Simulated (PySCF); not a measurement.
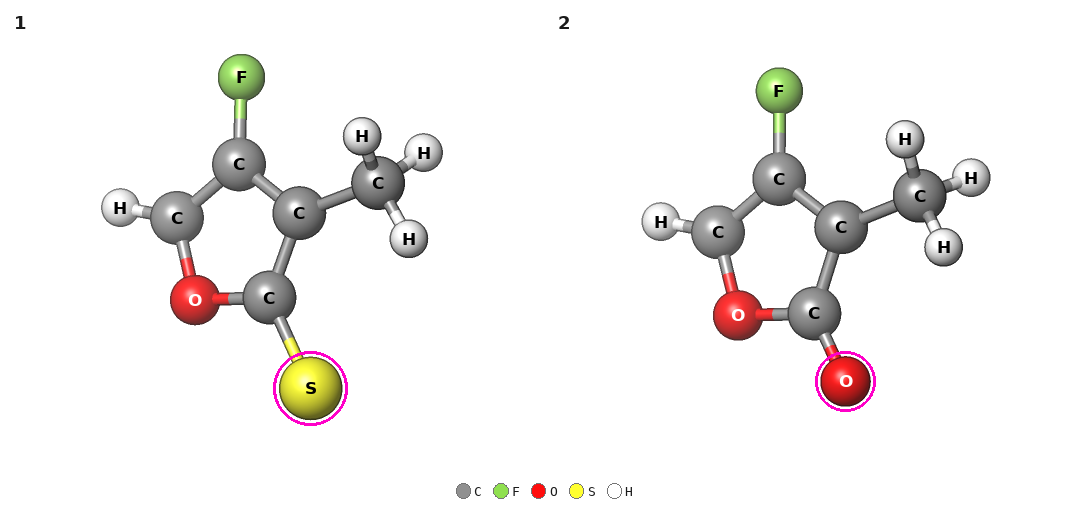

2 molecules with one skeleton, seen from the same side and at one scale; the atom that differs is circled. State: charge −1, singlet. Computed geometries: GFN2-xTB optimisations, one conformation each. Properties computed with PySCF 2.14.0.

One atom differs, called X below: S in panel 1, O in panel 2. Their formulas are C5H4FOS(-) (`Cc1c(F)coc1[S-]`), C5H4FO2(-) (`Cc1c(F)coc1[O-]`).

### In which is the length of X–C larger (GFN2-xTB)?

In panel 1 (X = S).

### In which is the mean static polarisability larger (PBE0/def2-SVPD)?

In panel 1 (X = S).

Give the values. With GFN2-xTB: length of X–C (Å), angle C–C–X (°). With PBE0/def2-SVPD: HOMO energy (Kohn–Sham orbital) (eV), mean static polarisability (bohr³).

```json
{"quantity": "length of X–C (Å)", "1 (S)": "1.681", "2 (O)": "1.240", "2 − 1": "−0.441"}
{"quantity": "angle C–C–X (°)", "1 (S)": "129.8", "2 (O)": "131.9", "2 − 1": "+2.1"}
{"quantity": "HOMO energy (Kohn–Sham orbital) (eV)", "1 (S)": "−0.47", "2 (O)": "−0.02", "2 − 1": "+0.45"}
{"quantity": "mean static polarisability (bohr³)", "1 (S)": "103.0", "2 (O)": "76.3", "2 − 1": "−26.7"}
```
